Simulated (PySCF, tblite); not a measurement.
# BH₁₁O₃Si₄, a small molecule taken as a stand-in for a surface group (silica-backed Si): NMR shifts, core binding energies and electronic excitations, part 2 of 2

tblite 0.8.0 and PySCF 2.14.0. Atoms count from 0, parts from 1. Earlier steps stand in the parts before.

## 5. X-ray photoelectron lines: SCAN, X2C

What the job is given:

```
{"job": {"kind": "xps", "holes": 5}, "charge": 0, "multiplicity": 1}
Si     1.100630     2.333523    -0.403793
O     -0.181547     1.382924    -0.858588
Si    -0.844216    -0.128086    -0.743040
O      0.336900    -1.255596    -1.017546
Si     1.691226    -1.942559    -0.340567
O     -1.415213    -0.313298     0.798730
Si    -1.038223    -0.043909     2.393386
B     -2.265835    -0.441203    -2.112905
H      2.310274     1.992122    -1.209525
H      0.736235     3.759927    -0.629198
H      1.408543     2.121589     1.044746
H      2.437511    -2.664325    -1.408188
H      2.562062    -0.877377     0.246094
H      1.304059    -2.900736     0.736542
H     -1.185927     1.404272     2.725277
H     -1.962922    -0.847367     3.240228
H      0.373122    -0.460831     2.662493
H     -3.159661    -1.225946    -1.907142
H     -2.227929     0.104964    -3.188784
```

Method: delta-SCF UKS SCAN, pcX-2 on the ionised atom, pcseg-1 elsewhere, spin-free X2C.

The program printed:

```text
ground state, core basis on atom 1 (O), 214 functions
  cycle   1  E = -1417.21720605  |g| = 1.27e+00
  cycle   2  E = -1416.00215137  |g| = 2.72e+00
  cycle   3  E = -1417.48980676  |g| = 2.37e-01
  cycle   4  E = -1417.50053653  |g| = 1.70e-01
  cycle   5  E = -1417.50546588  |g| = 5.97e-02
  cycle   6  E = -1417.50624639  |g| = 8.93e-03
  cycle   7  E = -1417.50626415  |g| = 2.60e-03
  cycle   8  E = -1417.50626348  |g| = 1.56e-03
  cycle   9  E = -1417.50626418  |g| = 3.28e-04
  E(ground) = -1417.64287671 Eh
hole in O 1s of atom 1
  cycle   1  E = -1396.90451228  |g| = 2.23e+00
  cycle   2  E = -1396.38207917  |g| = 2.24e+00
  cycle   3  E = -1397.67428745  |g| = 4.53e-01
  cycle   4  E = -1397.69996842  |g| = 3.34e-01
  cycle   5  E = -1397.74197620  |g| = 7.39e-02
  cycle   6  E = -1397.74406484  |g| = 1.34e-02
  cycle   7  E = -1397.74417379  |g| = 3.75e-03
  cycle   8  E = -1397.74418123  |g| = 2.62e-03
  cycle   9  E = -1397.74418357  |g| = 9.24e-04
  cycle  10  E = -1397.74418329  |g| = 1.69e-04
  E(ion) = -1397.88052908 Eh   <S^2> = 0.7618   hole on atom = 1.000   binding energy = 537.761 eV
ground state, core basis on atom 2 (Si), 225 functions
  cycle   1  E = -1417.58279581  |g| = 3.12e-01
  cycle   2  E = -1417.57688626  |g| = 2.19e-01
  cycle   3  E = -1417.57898076  |g| = 1.86e-01
  cycle   4  E = -1417.58544392  |g| = 2.69e-02
  cycle   5  E = -1417.58556768  |g| = 6.08e-03
  cycle   6  E = -1417.58557244  |g| = 1.57e-03
  cycle   7  E = -1417.58557440  |g| = 2.96e-04
  E(ground) = -1417.68436318 Eh
hole in Si 2p of atom 2
  cycle   1  E = -1413.27947044  |g| = 1.25e+00
  cycle   2  E = -1412.98752837  |g| = 1.28e+00
  cycle   3  E = -1413.54333843  |g| = 3.61e-01
  cycle   4  E = -1413.60023011  |g| = 1.32e-01
  cycle   5  E = -1413.60506658  |g| = 6.00e-02
  cycle   6  E = -1413.60676138  |g| = 5.64e-03
  cycle   7  E = -1413.60676818  |g| = 4.69e-03
  cycle   8  E = -1413.60677436  |g| = 2.14e-03
  cycle   9  E = -1413.60677509  |g| = 2.91e-04
  E(ion) = -1413.71574486 Eh   <S^2> = 0.7517   hole on atom = 1.003   binding energy = 107.992 eV
  2p3/2 = 107.834 eV   2p1/2 = 108.463 eV
ground state, core basis on atom 3 (O), 214 functions
  cycle   1  E = -1417.50489613  |g| = 1.13e-01
  cycle   2  E = -1417.50230511  |g| = 1.38e-01
  cycle   3  E = -1417.50524442  |g| = 5.40e-02
  cycle   4  E = -1417.50574353  |g| = 6.09e-03
  cycle   5  E = -1417.50575492  |g| = 2.03e-03
  cycle   6  E = -1417.50575281  |g| = 5.34e-04
  cycle   7  E = -1417.50575551  |g| = 8.72e-05
  E(ground) = -1417.64263082 Eh
hole in O 1s of atom 3
  cycle   1  E = -1396.90013357  |g| = 2.23e+00
  cycle   2  E = -1396.37022075  |g| = 2.24e+00
  cycle   3  E = -1397.67110485  |g| = 4.56e-01
  cycle   4  E = -1397.69641135  |g| = 3.38e-01
  cycle   5  E = -1397.73942130  |g| = 7.30e-02
  cycle   6  E = -1397.74144454  |g| = 1.21e-02
  cycle   7  E = -1397.74153618  |g| = 3.25e-03
  cycle   8  E = -1397.74154134  |g| = 1.23e-03
  cycle   9  E = -1397.74154298  |g| = 1.08e-03
  cycle  10  E = -1397.74154302  |g| = 2.26e-04
  E(ion) = -1397.87859109 Eh   <S^2> = 0.7620   hole on atom = 1.000   binding energy = 537.807 eV
ground state, core basis on atom 5 (O), 214 functions
  cycle   1  E = -1417.50356426  |g| = 1.63e-01
  cycle   2  E = -1417.49276210  |g| = 2.75e-01
  cycle   3  E = -1417.50668524  |g| = 3.45e-02
  cycle   4  E = -1417.50687283  |g| = 1.53e-02
  cycle   5  E = -1417.50691007  |g| = 3.38e-03
  cycle   6  E = -1417.50691143  |g| = 4.92e-04
  E(ground) = -1417.64289171 Eh
hole in O 1s of atom 5
  cycle   1  E = -1396.90593073  |g| = 2.23e+00
  cycle   2  E = -1396.38445653  |g| = 2.23e+00
  cycle   3  E = -1397.67486152  |g| = 4.53e-01
  cycle   4  E = -1397.70047441  |g| = 3.34e-01
  cycle   5  E = -1397.74245082  |g| = 7.33e-02
  cycle   6  E = -1397.74449173  |g| = 1.51e-02
  cycle   7  E = -1397.74460031  |g| = 7.97e-03
  cycle   8  E = -1397.74461908  |g| = 3.91e-03
  cycle   9  E = -1397.74462241  |g| = 6.50e-04
  cycle  10  E = -1397.74462569  |g| = 1.58e-04
  E(ion) = -1397.88008069 Eh   <S^2> = 0.7620   hole on atom = 1.000   binding energy = 537.773 eV
ground state, core basis on atom 7 (B), 214 functions
  cycle   1  E = -1417.45842277  |g| = 1.26e-01
  cycle   2  E = -1417.45117757  |g| = 2.28e-01
  cycle   3  E = -1417.46095267  |g| = 1.59e-02
  cycle   4  E = -1417.46098346  |g| = 1.20e-02
  cycle   5  E = -1417.46101373  |g| = 2.36e-03
  cycle   6  E = -1417.46101003  |g| = 3.30e-04
  E(ground) = -1417.60226563 Eh
hole in B 1s of atom 7
  cycle   1  E = -1409.82625950  |g| = 1.14e+00
  cycle   2  E = -1408.04373882  |g| = 1.88e+00
  cycle   3  E = -1410.09426653  |g| = 4.40e-01
  cycle   4  E = -1409.61014760  |g| = 8.57e-01
  cycle   5  E = -1410.22484645  |g| = 1.77e-01
  cycle   6  E = -1410.19842651  |g| = 2.81e-01
  cycle   7  E = -1410.20299804  |g| = 2.56e-01
  cycle   8  E = -1410.25298937  |g| = 6.94e-02
  cycle   9  E = -1410.19669410  |g| = 2.44e-01
  cycle  10  E = -1410.21979469  |g| = 1.97e-01
[... 30 cycles left out ...]
  cycle  41  E = -1410.22374435  |g| = 1.76e-01
  cycle  42  E = -1410.25890465  |g| = 3.75e-02
  cycle  43  E = -1410.25490239  |g| = 7.19e-02
  cycle  44  E = -1410.25817706  |g| = 4.46e-02
  cycle  45  E = -1410.22398919  |g| = 1.76e-01
  cycle  46  E = -1410.22567591  |g| = 1.73e-01
  cycle  47  E = -1410.25706861  |g| = 5.52e-02
  cycle  48  E = -1410.24841272  |g| = 1.03e-01
  cycle  49  E = -1410.25657612  |g| = 5.71e-02
  cycle  50  E = -1410.25230505  |g| = 8.76e-02
hole again with damping 0.5
  cycle   1  E = -1409.82625950  |g| = 1.14e+00
  cycle   2  E = -1408.04373882  |g| = 1.88e+00
  cycle   3  E = -1409.59246113  |g| = 9.05e-01
  cycle   4  E = -1409.44486016  |g| = 9.31e-01
  cycle   5  E = -1409.72940744  |g| = 8.61e-01
  cycle   6  E = -1406.62167892  |g| = 2.61e+00
  cycle   7  E = -1409.47750147  |g| = 8.43e-01
  cycle   8  E = -1410.11822479  |g| = 4.10e-01
  cycle   9  E = -1410.20567483  |g| = 1.94e-01
  cycle  10  E = -1410.11231328  |g| = 4.06e-01
[... 60 cycles left out ...]
  cycle  71  E = -1410.22755364  |g| = 1.68e-01
  cycle  72  E = -1410.23142096  |g| = 1.60e-01
  cycle  73  E = -1410.22391950  |g| = 1.75e-01
  cycle  74  E = -1410.22303106  |g| = 1.77e-01
  cycle  75  E = -1410.22293941  |g| = 1.77e-01
  cycle  76  E = -1410.22381250  |g| = 1.76e-01
  cycle  77  E = -1410.22274210  |g| = 1.79e-01
  cycle  78  E = -1410.24136740  |g| = 1.43e-01
  cycle  79  E = -1410.24342188  |g| = 1.30e-01
  cycle  80  E = -1410.25259648  |g| = 8.90e-02
hole again, all orbitals by overlap
  cycle   1  E = -1409.82625950  |g| = 1.14e+00
  cycle   2  E = -1409.79845587  |g| = 8.96e-01
  cycle   3  E = -1410.21600139  |g| = 1.14e-01
  cycle   4  E = -1410.21124707  |g| = 1.67e-01
  cycle   5  E = -1410.19528763  |g| = 2.36e-01
  cycle   6  E = -1409.92225938  |g| = 6.16e-01
  cycle   7  E = -1410.17245710  |g| = 2.61e-01
  cycle   8  E = -1410.21955799  |g| = 1.40e-01
  cycle   9  E = -1410.22828026  |g| = 1.14e-01
  cycle  10  E = -1410.22884832  |g| = 1.18e-01
[... 60 cycles left out ...]
  cycle  71  E = -1410.23146032  |g| = 8.03e-02
  cycle  72  E = -1410.22945406  |g| = 9.01e-02
  cycle  73  E = -1410.22854727  |g| = 9.38e-02
  cycle  74  E = -1410.23037180  |g| = 8.61e-02
  cycle  75  E = -1410.22962005  |g| = 8.94e-02
  cycle  76  E = -1410.23012155  |g| = 8.85e-02
  cycle  77  E = -1410.23419077  |g| = 6.40e-02
  cycle  78  E = -1410.23573950  |g| = 4.93e-02
  cycle  79  E = -1410.23566311  |g| = 4.92e-02
  cycle  80  E = -1410.23636749  |g| = 3.64e-02
  E(ion) = -1410.37735841 Eh   <S^2> = 1.2691   hole on atom = 1.000   binding energy = 196.600 eV
```

It took 3.5 min on 1 thread of Arm Neoverse V1, shared host; peak memory 0.96 GiB.

**What went wrong.** The run did not converge. Numbers from the part that failed are no properties of the molecule.

## 6. TDDFT and polarisability: CAM-B3LYP/def2-SVPD

Same as in step 5 but for these lines:

```diff
@@ -1,2 +1,2 @@
-{"job": {"kind": "xps", "holes": 5}, "charge": 0, "multiplicity": 1}
+{"job": {"kind": "uv", "xc": "CAM-B3LYP", "basis": "def2-SVPD", "nstates": 6, "ntriplets": 2, "ip": true}, "charge": 0, "multiplicity": 1}
 Si     1.100630     2.333523    -0.403793
```

Method: TDDFT CAM-B3LYP/def2-SVPD, vertical, gas phase, core orbitals frozen in the response.

The program printed:

```text
coarse grid: 17664 points
cycle   1  E = -1414.2390621604  dE =  4.375e-01  |g| = 1.172e+00  |ddm| = 7.295e+00
cycle   2  E = -1414.0165013626  dE =  2.226e-01  |g| = 1.613e+00  |ddm| = 4.582e+00
cycle   3  E = -1414.4992440778  dE = -4.827e-01  |g| = 6.315e-02  |ddm| = 2.193e+00
cycle   4  E = -1414.5003500463  dE = -1.106e-03  |g| = 2.149e-02  |ddm| = 3.025e-01
cycle   5  E = -1414.5004666011  dE = -1.166e-04  |g| = 7.460e-03  |ddm| = 1.145e-01
cycle   6  E = -1414.5004766388  dE = -1.004e-05  |g| = 2.589e-03  |ddm| = 1.396e-02
cycle   7  E = -1414.5004781000  dE = -1.461e-06  |g| = 4.661e-04  |ddm| = 6.500e-03
final grid: 151632 points
cycle   8  E = -1414.7054074453  dE = -1.352e-05  |g| = 1.301e-03  |ddm| = 6.983e-02
cycle   9  E = -1414.7054074102  dE =  3.513e-08  |g| = 1.565e-03  |ddm| = 7.593e-03
cycle  10  E = -1414.7054078411  dE = -4.309e-07  |g| = 1.467e-04  |ddm| = 2.014e-03
cycle  11  E = -1414.7054078462  dE = -5.150e-09  |g| = 6.694e-05  |ddm| = 5.847e-04
cycle  12  E = -1414.7054078470  dE = -8.145e-10  |g| = 2.775e-05  |ddm| = 1.461e-04
converged SCF energy = -1414.7054078470

Static polarisability (au): isotropic 123.608, principal 121.347 124.654 124.822

Singlet excitations
state   eV       nm        f      main configurations
  1   4.4159    280.8   0.00496   H->L 0.55, H-1->L 0.37
  2   5.4334    228.2   0.00009   H-7->L 0.83, H-2->L 0.13
  3   6.0711    204.2   0.00821   H-1->L 0.52, H->L 0.38
  4   6.4214    193.1   0.00027   H-2->L 0.76, H-7->L 0.09
  5   6.4376    192.6   0.03958   H-3->L 0.91
  6   7.0249    176.5   0.00323   H-4->L 0.88

Triplet excitations (Tamm-Dancoff, eV): 3.5482 4.7363
Vertical ionisation energy (delta-SCF) = 10.5512 eV
Vertical electron affinity (delta-SCF) = 0.6987 eV
```

Wall time 9.5 min (1 thread of Arm Neoverse V1, shared host); peak memory 1.9 GiB.

The orbitals next to the gap, with their largest atomic shares:

| orbital | eV | atoms |
| --- | --- | --- |
| HOMO−3 | -10.31 | O3 19 %, Si4 13 %, O5 10 % |
| HOMO−2 | -10.24 | O1 16 %, O5 14 %, Si0 10 % |
| HOMO−1 | -10.18 | B7 16 %, O5 14 %, O1 14 % |
| HOMO | -9.94 | B7 18 %, O1 13 %, O5 13 % |
| LUMO | -1.37 | B7 56 %, Si2 14 %, H18 10 % |
| LUMO+1 | 0.57 | Si4 11 %, Si6 10 %, Si0 10 % |
| LUMO+2 | 1.06 | Si4 17 %, Si6 17 %, Si0 17 % |

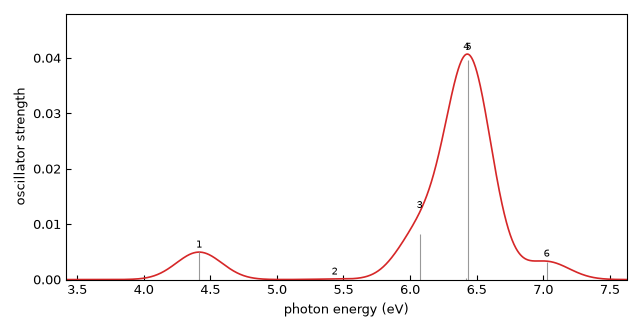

Absorption spectrum from the 6 singlet states computed; above the last one it falls off for lack of states. Lines are broadened to a width of 0.40 eV (Gaussian).

Ground-state properties from the same run:

| property | computed |
| --- | --- |
| dipole moment (D) | 0.56 |
| polarisability (Å³) | 18.32 |
| HOMO–LUMO gap (eV) | 8.57 |
| −ε(HOMO) (eV) | 9.94 |

## 7. Summary of results

This closing draws on all 2 parts.

```
                                        quantity                                                                 value
                                     point group                                                                    C1
            rotational constants (main isotopes)                                                  0.83, 0.82, 0.70 GHz
      $^{1}$H shifts against TMS (PBE0/pcSseg-1)  9.25, 9.24, 5.37, 5.36, 5.31, 5.29, 5.22, 5.19, 5.08, 5.08, 4.95 ppm
    $^{29}$Si shifts against TMS (PBE0/pcSseg-1)                                        -38.4, -39.1, -39.3, -63.3 ppm
     $^{17}$O shifts against H2O (PBE0/pcSseg-1)                                                  62.3, 60.5, 58.7 ppm
$^{11}$B shifts against BF3·OEt2 (PBE0/pcSseg-1)                                                             108.1 ppm
            lowest singlet (CAM-B3LYP/def2-SVPD)                                           4.42 eV (281 nm), f = 0.005
        brightest single state of those computed                                           state 5, 6.44 eV, f = 0.040
                                  lowest triplet                                                               3.55 eV
               vertical ionisation energy (ΔSCF)                                                              10.55 eV
               vertical electron affinity (ΔSCF)                                                               0.70 eV
                                            runs                     5, of which 1 failed and 0 ended on unsound input
```

In words: Relaxing lowered the energy by 0.584 eV in 13 steps; the close pair that moved most is Si2–B7, from 1.907 to 1.999 Å (PBE0/def2-SVP). At PBE0/pcSseg-1: Shielding is most anisotropic at B7 (span 243 ppm, paramagnetic term -208 ppm). The first singlet state (HOMO→LUMO 0.55, HOMO−1→LUMO 0.37) lies at 4.42 eV and is weak; of the 6 states computed, the strongest absorption comes from state 5 at 6.44 eV. The lowest triplet lies 0.87 eV below the lowest singlet (triplets in Tamm-Dancoff, singlets in full TDDFT). ΔSCF puts the ionisation energy at 10.55 eV, 0.61 eV above −ε(HOMO). A capped cluster stands for the solid here, so long-range fields and strain are missing, and bands or shifts of the capping hydrogens have no counterpart in it.
